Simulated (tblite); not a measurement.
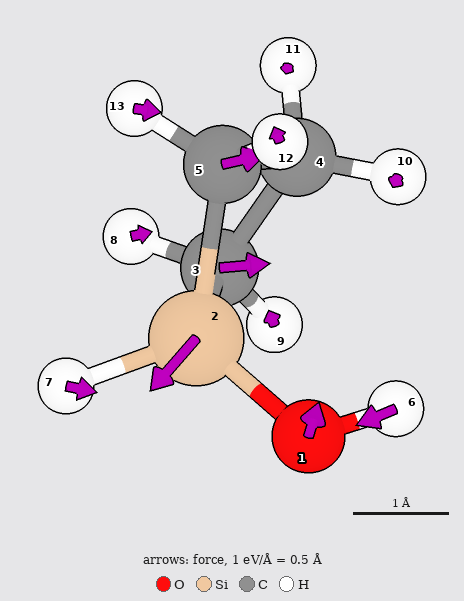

Starting geometry of C₃H₈OSi with the computed forces as purple arrows. A ball-and-stick model, seen from a free direction.

Level of theory: GFN2-xTB geometry optimisation, gas phase in tblite 0.8.0. 

What follows when this structure is relaxed?

Answer. It isn't relaxed: the largest force vector, on C4, is 1.79 eV/Å. The final displacements have little in common with the starting forces (cosine between the two patterns 0.19). After 70 geometry steps the energy has fallen by 8.35 kcal/mol. The largest move after the best rigid fit is that of H10, 1.09 Å. Largest moves by element: H 1.09 Å, O 0.55 Å, C 0.43 Å, Si 0.07 Å. Some distances before and after: Si2–H7 1.489 → 1.453 Å, C3–C4 1.579 → 1.544 Å, Si2–C3 1.878 → 1.912 Å, O1–Si2 1.654 → 1.629 Å. Bond angles that change, for instance: O1–Si2–H7 112.8° → 101.1°, Si2–O1–H6 115.6° → 121.8°, Si2–C3–H8 113.2° → 118.4°. Groups turn about C3–C4 by about 45°, C4–C5 by about 45°, Si2–C3 by about 35°. Cost: 0.9 s on 1 thread of Intel(R) Xeon(R) Processor @ 2.50GHz, on a shared host.
